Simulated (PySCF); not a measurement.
Vertical excitations of a molecule CH10FNSi3 from TDA-M06-2X/def2-SVPD in PySCF 2.14.0, as energy in eV (oscillator strength): 6.26 (0.015), 7.11 (0.024), 7.44 (0.078), 7.60 (0.038), 7.62 (0.027), 7.78 (0.028). Lowest triplet (TDA): 5.96 eV. The structure is a stationary point at r2SCAN-D4/def2-SVP. One conformer was computed; it need not be the lowest.

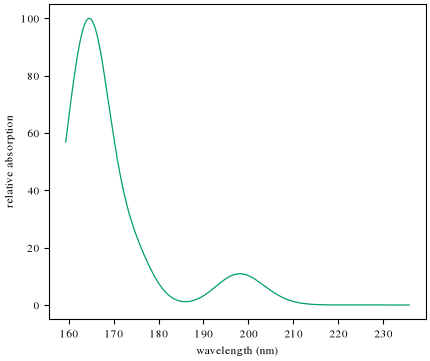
Fig. 1. The lines broadened by 0.4 eV.

**Question.** Which structure fits?
(A) C[SiH2][Si@@H](F)[SiH2]N
(B) CN([SiH3])[Si@@H](F)[SiH3]
(C) F[SiH2]C[SiH2]N[SiH3]
(D) NC[Si@H](F)[SiH2][SiH3]

**Answer.** C, F[SiH2]C[SiH2]N[SiH3]
